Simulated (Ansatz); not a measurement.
## Electronic structure of C5H8AlN in real space

```xyz
15

C    -1.6727   -2.8762    2.0354
C    -1.4224   -1.6187    2.4311
C    -0.5366   -0.6368    1.7391
C    -3.4659    0.8267    0.4988
C    -0.4429    1.8056   -0.4848
Al   -1.5420    0.6305    0.6278
N     0.2220    2.5043   -1.1428
H    -2.3651   -3.5181    2.5867
H    -1.1843   -3.3081    1.1537
H    -1.9414   -1.2485    3.3277
H     0.1836   -1.1430    1.0673
H     0.0771   -0.0596    2.4571
H    -3.7868    1.8277    0.8373
H    -3.8049    0.7403   -0.5483
H    -4.0122    0.0774    1.0933
```

Geometry: r2SCAN-D4/def2-SVP.

Theory: isolated molecule in a Gaussian basis; Kohn-Sham density functional theory, functional PBE0 (Ansatz).

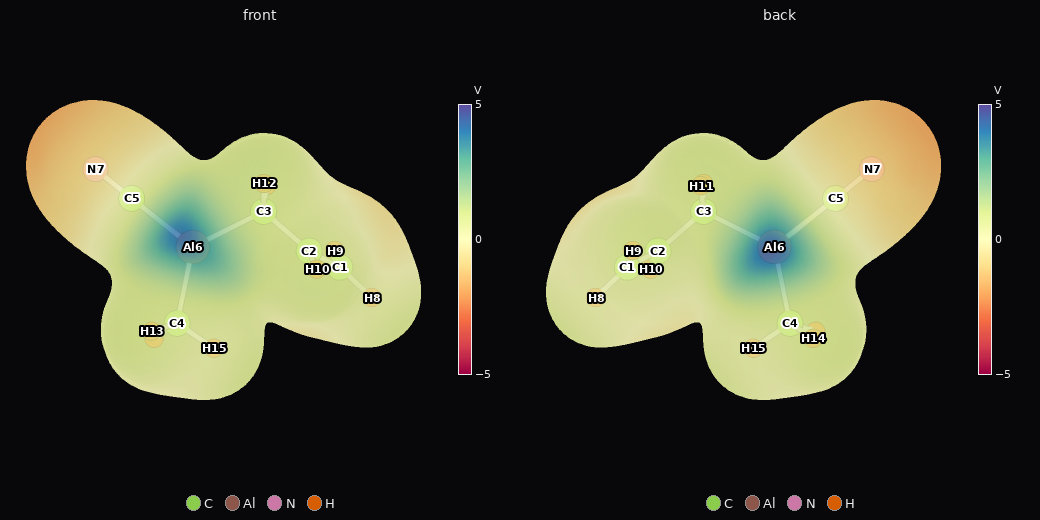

Figure 1. The molecular electrostatic potential painted on the density surface at 0.002 e/bohr³, seen from the front and from behind; the colour scale runs from red (negative) to blue (positive).

Where is the surface potential most negative and most positive?

Answer. The most negative region (about −1.8 V, or −42 kcal/mol for a unit charge) lies over N7, the most positive (about +4.1 V, or +95 kcal/mol for a unit charge) over Al6. N7 is the likeliest acceptor of a hydrogen bond.

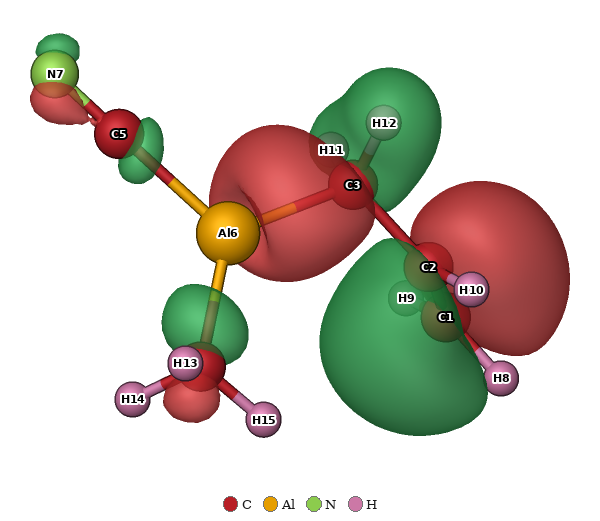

Figure 2. The HOMO at ±0.08 Å⁻³ᐟ² (green and red are the two phases), seen at a tilt.

Where does this orbital lie, and at what energy?

Answer. It lies mainly on C1 (about 35 %), C2 (about 25 %), C3 (about 15 %) and Al6 (about 10 %). Its energy is −7.11 eV.

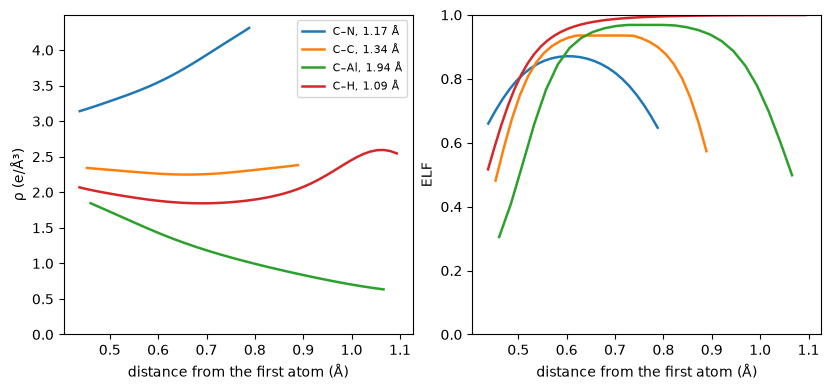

Figure 3. Total electron density and ELF along straight lines between neighbouring atoms. The curves leave out the atomic cores.

What can be read from the curves?

Answer. C–N (1.17 Å): ρ at the midpoint is about 3.5 e/Å³; the ELF peaks at about 0.85 between the atoms: a multiple bond.
C–C (1.34 Å): ρ is about 2.2 e/Å³ halfway; the ELF peaks at about 0.95 between the atoms (a multiple bond).
C–Al (1.94 Å): ρ is about 0.74 e/Å³ halfway; the ELF peaks at about 0.95 in the valence shell of C, 0.7 Å from its nucleus, and is about 0.85 at the midpoint.
C–H (1.09 Å): ρ is about 1.9 e/Å³ halfway; the ELF climbs to about 1 towards the hydrogen, as it does in any bond to H (a covalent bond by its length).

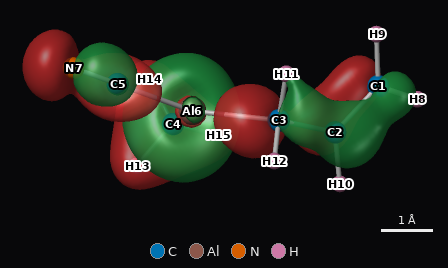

Figure 4. The HOMO−1 at ±0.1 Å⁻³ᐟ² (green and red are the two phases), seen from one side.

Where does this orbital lie, and at what energy?

Answer. By Hirshfeld shares it lies mainly on C4 (about 40 %), Al6 (about 15 %), N7 (about 10 %), C2 (about 5 %), C3 (about 5 %) and C5 (about 5 %). Its energy is −8.92 eV.
